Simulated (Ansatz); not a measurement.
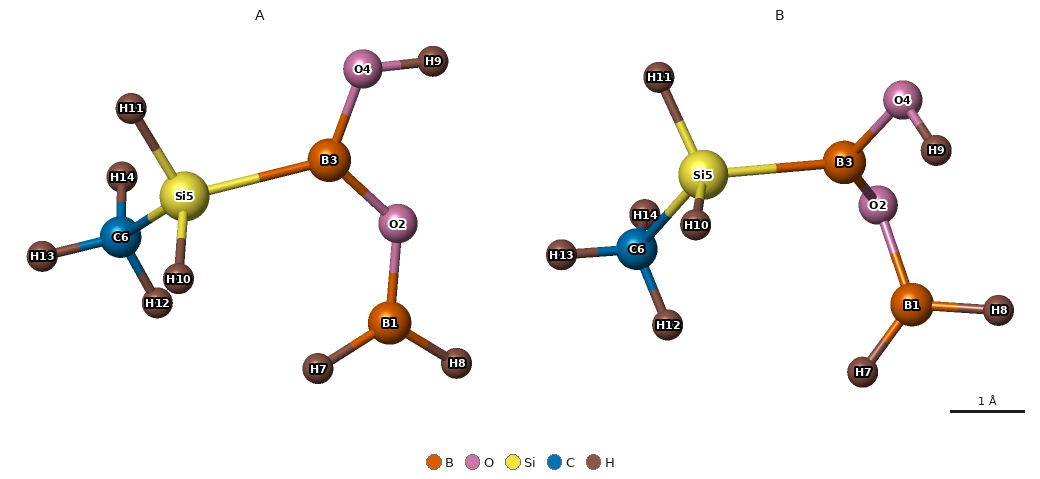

Two geometries of CH$_{8}$B$_{2}$O$_{2}$Si, drawn at one scale. One is the start of a relaxation, the other its converged end. Style: ball-and-stick. Shown from a free direction.

All numbers below come from Ansatz, RKS revPBE-D4/def2-SVP. Set-up: no spin polarisation; force threshold 0.02 eV/Å; at most 50 steps.

Which of the two is the end point?

Structure A is the relaxed one. The run prepares an end point of a later path (hydrogen shift) calculation, from a guessed geometry. H9 moves most after the best rigid fit: 1.60 Å. Largest moves by element: H 1.60 Å, O 1.07 Å, B 0.41 Å, Si 0.31 Å, C 0.27 Å. Near-neighbour distances that change, for instance: B1–O2 1.467 → 1.368 Å, B1–H7 1.136 → 1.221 Å, Si5–H10 1.443 → 1.510 Å, B3–Si5 1.981 → 2.047 Å. Bond angles that change, for instance: B1–O2–B3 104.5° → 127.9°, B3–O4–H9 100.9° → 110.9°, O2–B3–O4 124.0° → 116.5°. Groups turn about B1–O2 by about 95°, B3–O4 by about 85°, O2–B3 by about 75°. The energy falls by 45.6 kcal/mol in 24 accepted moves (25 points after the start). Largest force component: 3.9 eV/Å at the start, 0.012 eV/Å at the end. The line search rejected the trial step at point 22 of the run. The run took 51 s on 2 threads of Intel(R) Xeon(R) Platinum 8488C (Sapphire Rapids) (shared host), peak memory 0.19 GiB.
